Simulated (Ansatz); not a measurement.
Consider LiGeN (P6_3mc).

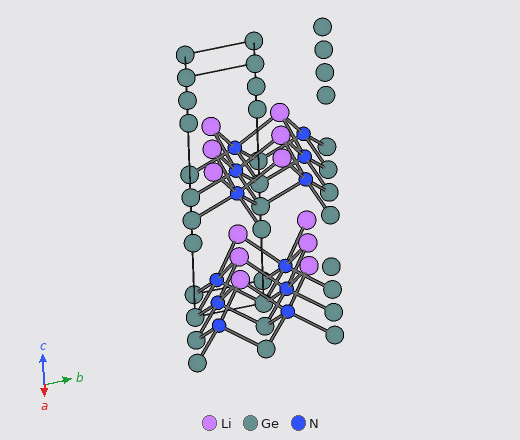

The structure (lithium purple, germanium teal, nitrogen blue). Bonds to atoms that aren't drawn are left out. 3×2×1 cells are drawn. Some periodic images of atoms are drawn too.

The structure is hexagonal, space group P6_3mc (No. 186). The conventional cell has a = 3.012 Å, b = 3.012 Å, c = 9.419 Å, α = 90.00°, β = 90.00°, γ = 120.00°. Li has 3 N at 2.18 Å nearest. Nearest to Ge lie 3 N at 2.00 Å. N has 3 Ge at 2.00 Å and 3 Li at 2.18 Å nearest. Farther neighbours and most contacts between anions are not listed.

```
Li Ge N
1.0
     3.01241    0.00000    0.00000
    -1.50620    2.60882    0.00000
     0.00000    0.00000    9.41946
Li Ge N
2 2 2
Cartesian
  1.5062 0.8696 7.0024
  0.0000 1.7392 2.2926
  0.0000 0.0000 4.6911
  0.0000 0.0000 9.4008
  0.0000 1.7392 5.6820
  1.5062 0.8696 0.9723
```

The cell and positions are those that the Materials Project relaxed with its own functionals (PBE, PBE+U or r2SCAN), kept fixed. At the settings of the band run the largest force is still 0.08 eV/Å.

Gaps computed with Ansatz 0.2.0 without a self-energy: PBE 1.46 eV, PBE+SOC 1.45 eV, r2SCAN 1.78 eV, HSE06 2.23 eV and PBE0 2.90 eV. The mean ε∞ by PBE perturbation theory is 7.88.

Estimate the G0W0@PBE gap with 6×6×2 mesh, 586 empty bands, screening to 230 eV, PAW set soft_1 files.

About 2.18 eV: on its mesh the run moves the gap from 1.47 eV by +0.72 eV. Among the scalar-relativistic levels given, HSE06 is nearest (+0.05 eV). One-shot corrections scale roughly with one over ε∞, here 0.13. Bands and cutoff are finite, so the gap is not at the basis limit. The miss can reach some tenths of an eV and take either sign; the mesh is an error of its own. The many-body steps are scalar-relativistic: spin-orbit coupling is not in them.

[Paths, hosts, dates, memory and timing lines, banners, echoed tables and standing remarks are left out of the program output.]

[Logs are printed without paths, hosts, clocks, repeated set-up lines and the standing remarks that a program may print on its own settings, such as how far it seeks lower states.]

[Runs of the session that timed out or met a known fault of the program may be left out.]

[Cells called generated may have been cut or substituted from an entry of the Crystallography Open Database or the Materials Project.]

[Hosts, paths, dates, database ids (printed as entryN), source tags and the programs' standing remarks are cut or masked in the printed files.]
